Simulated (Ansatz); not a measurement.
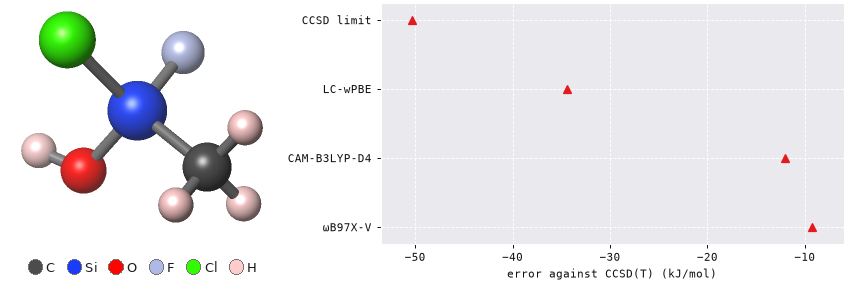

Error in the electronic atomisation energy (method less reference, so positive means overbinding) of CH₄ClFOSi, SMILES C[Si@](O)(F)Cl: functionals in def2-TZVPP against frozen-core CCSD(T) at the limit (MP2 extrapolated from triple and quadruple zeta, plus CCSD(T) less MP2 in a smaller set), which gives 3584.4 kJ/mol, at a PBE0-D4/def2-TZVP geometry (a minimum by its frequencies), no zero-point or spin-orbit term, the Ansatz code. The reference leaves out core correlation, a term that grows with the number of heavy atoms. No dispersion term is added to LC-wPBE. Limit means the basis limit.

Question: What range do the values span?

Answer: From −50.3 kJ/mol (CCSD limit) to −9.3 kJ/mol (ωB97X-V).

Question: Give the values.

Answer:
```csv
level,kJ/mol
CCSD limit,−50.3
LC-wPBE,−34.4
CAM-B3LYP-D4,−12.0
ωB97X-V,−9.3
```
